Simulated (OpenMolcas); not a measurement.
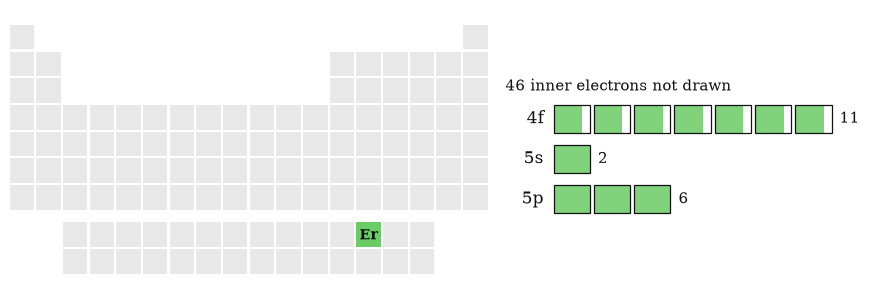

Left, the place of erbium in the periodic table; right, the outer shells of the leading configuration of the lowest level: a box for each of the 2l + 1 orbitals, shaded by the share of the shell that is filled, with the electron count at the right.

# Er³⁺: multiconfigurational calculation (part 1 of 2)

Er³⁺, among 2 point charges of −2 e at 3.05 Å, linear (D∞h), whose field is part of the energies. Computed at this level: state-averaged CASSCF, active space 11 electrons in the shell 4f, basis ANO-RCC-VDZP, DKH2 scalar Hamiltonian, spin-orbit coupling by RASSI with atomic mean-field integrals (OpenMolcas).

## Summary

- outcome: converged
- energy of the lowest spin-free term: −13075.03110 hartree
- energy of the lowest spin-orbit level: −13075.06819 hartree
- largest spread among components of a term: 0.0 cm⁻¹
- hardware: 1 CPU thread, shared host
- wall time: 22 s

## Remarks

Without dynamic correlation the splittings between terms come out too large, often by 20 to 50 %. Caveats: high states of lower spin left out of the spin-orbit mixing; point charges have no covalency; spin-free states above about 45,000 cm⁻¹ are left out of the spin-orbit step.

## The input
```
&GATEWAY
Coord
1

Er 0.0 0.0 0.0
Basis=ANO-RCC-VDZP
Group=XYZ
NoMove
AngMom=0.0 0.0 0.0
AMFI
XField
1 Angstrom 0
0.000000 0.000000 3.050000 -2.000000
&SEWARD
&RASSCF
FileOrb=start.orb
Symmetry=2
Spin=4
nActEl=11 0 0
Inactive=15 12
Ras2=0 7
CIRoot=35 35 1
SDav=35
CIMx=300
Iter=120 100
PrWF=0.3
OrbListing=Nothing
MaxOrb=0
>>> COPY $Project.JobIph JOB001
&RASSCF
FileOrb=start.orb
Symmetry=2
Spin=2
nActEl=11 0 0
Inactive=15 12
Ras2=0 7
CIRoot=112 112 1
SDav=112
CIMx=300
Iter=120 100
PrWF=0.3
OrbListing=Nothing
MaxOrb=0
CIOnly
>>> COPY $Project.JobIph JOB002
&RASSI
NrOfJobIphs=2 30 65
1 2 3 4 5 6 7 8 9 10 11 12 13 14 15 16 17 18 19 20 21 22 23 24 25 26 27
28 29 30
1 2 3 4 5 6 7 8 9 10 11 12 13 14 15 16 17 18 19 20 21 22 23 24 25 26 27
28 29 30 31 32 33 34 35 36 37 38 39 40 41 42 43 44 45 46 47 48 49 50 51
52 53 54 55 56 57 58 59 60 61 62 63 64 65
IphNames
JOB001
JOB002
EJob
SpinOrbit
DIPRint=1.0
SOCoupling=1000.0
Subsets=2
Property=9
'ANGMOM' 1 'ANGMOM' 2 'ANGMOM' 3 'MLTPL  1' 1 'MLTPL  1' 2 'MLTPL  1' 3
'AMFI' 1 'AMFI' 2 'AMFI' 3
SOProperty=3
'ANGMOM' 1 'ANGMOM' 2 'ANGMOM' 3
```

The file start.orb holds starting orbitals from an earlier step. A driver script formed the levels outside the program, from RASSI's spin-orbit matrix and the active-space energies, averaged over the components of each term or state.

Run as:
```bash
OMP_NUM_THREADS=1 MOLCAS_MEM=2252 MOLCAS_PROJECT=a pymolcas a.inp > a.log  # once for each step of the input, in one work folder
```

## Log (extracts)
```
--- SEWARD ---
Basis set label: ER.ANO-RCC...7S6P4D2F1G.

      Electronic valence basis set:
      ------------------
      Associated Effective Charge  68.000000 au
      Associated Actual Charge     68.000000 au
      Nuclear Model: Point charge

      Shell  nPrim  nBasis  Cartesian Spherical Contaminant
         s      25       7        X
         p      22       6        X
         d      15       4                 X
         f      11       2                 X
         g       4       1                 X
                  Relativistic Douglas-Kroll-Hess integrals:
                    - DKH order of Hamiltonian: 2
                    - DKH order of Properties : 0
                  Atomic mean-field integrals
--- RASSCF ---
Wave function specifications:
      -----------------------------

      Number of closed shell electrons          54
      Number of electrons in active shells      11
      Max number of holes in RAS1 space          0
      Max nr of electrons in RAS3 space          0
      Number of inactive orbitals               27
      Number of active orbitals                  7
      Number of secondary orbitals              34
      Spin quantum number                      1.5
      State symmetry                             2
Orbital specifications:
      -----------------------

      Symmetry species                           1   2
                                                ag  au
      Frozen orbitals                            0   0
      Inactive orbitals                         15  12
      Active orbitals                            0   7
      RAS1 orbitals                              0   0
      RAS2 orbitals                              0   7
      RAS3 orbitals                              0   0
      Secondary orbitals                        21  13
      Deleted orbitals                           0   0
      Number of basis functions                 36  32
      Number of CSFs                            35
      Number of root(s) required                35
      Iter CI   SX   CI       RASSCF       Energy    max ROT     max BLB   max BLB  Level Ln srch  Step   QN
          iter iter root      energy       change     param      element    value   shift minimum  type update
 Nr of preliminary CI iterations:   1
      Total energies have been shifted. Add               -13000.00 au
        1   1    7    0   -74.79381791    0.00E+00  -6.69E-02   16  29 2  3.75E-01*  0.00   0.00    SX    NO
        2   1    9    0   -74.82809859   -3.43E-02* -7.32E-02   13  26 2 -3.66E-01*  0.00   0.00    SX    NO
        3   1    7    0   -74.80776604    2.03E-02* -7.35E-02   13  26 2  4.08E-01*  0.00   0.00    SX    NO
        4   1    9    0   -74.81418459   -6.42E-03* -7.58E-02   13  26 2 -3.81E-01*  0.00   0.00    SX    NO
        5   1    7    0   -74.79358485    2.06E-02*  4.11E-02   13  26 2  4.30E-01*  0.00   0.49    SX   YES
        6   1    7    0   -74.94669950   -1.53E-01*  2.46E-03   19  32 2 -2.31E-02*  0.00   0.94    QN   YES
        7   1    6    0   -74.94724453   -5.45E-04*  5.31E-04   13  26 2  5.26E-03*  0.00   0.85    QN   YES
        8   1    5    0   -74.94726591   -2.14E-05* -3.10E-05   10  23 2  1.59E-04*  0.00   1.02    QN   YES
        9   1    4    0   -74.94726596   -5.90E-08* -4.82E-06   10  23 2  2.18E-05   0.00   1.10    QN   YES
       10   1    3    0   -74.94726597   -6.44E-10  -2.08E-06   15  16 1 -7.51E-07   0.00   1.00    QN   YES
      Convergence after 10 iterations
       11   1    3    0   -74.94726597   -7.28E-12  -2.08E-06   12  16 2  2.15E-07   0.00   1.00    QN   YES
      Natural orbitals and occupation numbers for root  1
      sym 2:   1.835924   1.324519   1.835924   1.207161   1.735976   1.324519   1.735976
      Natural orbitals and occupation numbers for root  2
      sym 2:   1.964943   1.415902   1.783475   1.216525   1.414001   1.585999   1.619156
      Natural orbitals and occupation numbers for root  3
      sym 2:   1.414001   1.415902   1.964943   1.619156   1.585999   1.216525   1.783475
::    RASSCF root number  1 Total energy: -13075.03110220
::    RASSCF root number  2 Total energy: -13075.03102529
::    RASSCF root number  3 Total energy: -13075.03102529
::    RASSCF root number  4 Total energy: -13075.03080167
::    RASSCF root number  5 Total energy: -13075.03080167
::    RASSCF root number  6 Total energy: -13075.03044426
::    RASSCF root number  7 Total energy: -13075.03044426
::    RASSCF root number  8 Total energy: -13075.02994607
::    RASSCF root number  9 Total energy: -13075.02994607
::    RASSCF root number 10 Total energy: -13075.02923961
::    RASSCF root number 11 Total energy: -13075.02923961
::    RASSCF root number 12 Total energy: -13075.02815004
::    RASSCF root number 13 Total energy: -13075.02815004
::    RASSCF root number 14 Total energy: -13074.94949359
::    RASSCF root number 15 Total energy: -13074.94949359
::    RASSCF root number 16 Total energy: -13074.94776900
::    RASSCF root number 17 Total energy: -13074.94776900
::    RASSCF root number 18 Total energy: -13074.94737737
::    RASSCF root number 19 Total energy: -13074.94624909
::    RASSCF root number 20 Total energy: -13074.94624909
::    RASSCF root number 21 Total energy: -13074.94562808
::    RASSCF root number 22 Total energy: -13074.90022089
::    RASSCF root number 23 Total energy: -13074.90015919
::    RASSCF root number 24 Total energy: -13074.90015919
::    RASSCF root number 25 Total energy: -13074.90001815
::    RASSCF root number 26 Total energy: -13074.90001815
::    RASSCF root number 27 Total energy: -13074.89957803
::    RASSCF root number 28 Total energy: -13074.89957803
::    RASSCF root number 29 Total energy: -13074.89938312
::    RASSCF root number 30 Total energy: -13074.89938312
--- RASSCF ---
Wave function specifications:
      -----------------------------

      Number of closed shell electrons          54
      Number of electrons in active shells      11
      Max number of holes in RAS1 space          0
      Max nr of electrons in RAS3 space          0
      Number of inactive orbitals               27
      Number of active orbitals                  7
      Number of secondary orbitals              34
      Spin quantum number                      0.5
      State symmetry                             2
Orbital specifications:
      -----------------------

      Symmetry species                           1   2
                                                ag  au
      Frozen orbitals                            0   0
      Inactive orbitals                         15  12
      Active orbitals                            0   7
      RAS1 orbitals                              0   0
      RAS2 orbitals                              0   7
      RAS3 orbitals                              0   0
      Secondary orbitals                        21  13
      Deleted orbitals                           0   0
      Number of basis functions                 36  32
      Number of CSFs                           112
      Number of root(s) required               112
      Iter CI   SX   CI       RASSCF       Energy    max ROT     max BLB   max BLB  Level Ln srch  Step   QN
          iter iter root      energy       change     param      element    value   shift minimum  type update
 Nr of preliminary CI iterations:   1
        1   1    0    0-13074.82236007    0.00E+00   0.00E+00   15  28 2 -1.01E-02*  0.00   0.00    SX    NO
      Natural orbitals and occupation numbers for root  1
      sym 2:   1.611123   1.559832   1.537570   1.559832   1.537570   1.611123   1.582950
      Natural orbitals and occupation numbers for root  2
      sym 2:   1.611123   1.559832   1.537570   1.559832   1.537570   1.611123   1.582950
      Natural orbitals and occupation numbers for root  3
      sym 2:   1.593215   1.593215   1.603600   1.463205   1.603600   1.571582   1.571582
::    RASSCF root number  1 Total energy: -13074.94926328
::    RASSCF root number  2 Total energy: -13074.94926328
::    RASSCF root number  3 Total energy: -13074.94902826
::    RASSCF root number  4 Total energy: -13074.94902826
::    RASSCF root number  5 Total energy: -13074.94878913
::    RASSCF root number  6 Total energy: -13074.94878913
::    RASSCF root number  7 Total energy: -13074.94861182
::    RASSCF root number  8 Total energy: -13074.94861182
::    RASSCF root number  9 Total energy: -13074.94849900
::    RASSCF root number 10 Total energy: -13074.94849900
::    RASSCF root number 11 Total energy: -13074.94845952
::    RASSCF root number 12 Total energy: -13074.92359038
::    RASSCF root number 13 Total energy: -13074.92359038
::    RASSCF root number 14 Total energy: -13074.92216046
::    RASSCF root number 15 Total energy: -13074.92216046
::    RASSCF root number 16 Total energy: -13074.92123111
::    RASSCF root number 17 Total energy: -13074.92123111
::    RASSCF root number 18 Total energy: -13074.92069614
::    RASSCF root number 19 Total energy: -13074.92069614
::    RASSCF root number 20 Total energy: -13074.92052107
::    RASSCF root number 21 Total energy: -13074.91018707
::    RASSCF root number 22 Total energy: -13074.91004847
::    RASSCF root number 23 Total energy: -13074.91004847
::    RASSCF root number 24 Total energy: -13074.90962857
::    RASSCF root number 25 Total energy: -13074.90962857
::    RASSCF root number 26 Total energy: -13074.90891347
::    RASSCF root number 27 Total energy: -13074.90891347
::    RASSCF root number 28 Total energy: -13074.90787648
::    RASSCF root number 29 Total energy: -13074.90787648
::    RASSCF root number 30 Total energy: -13074.90647779
```

(Continued in part 2.)
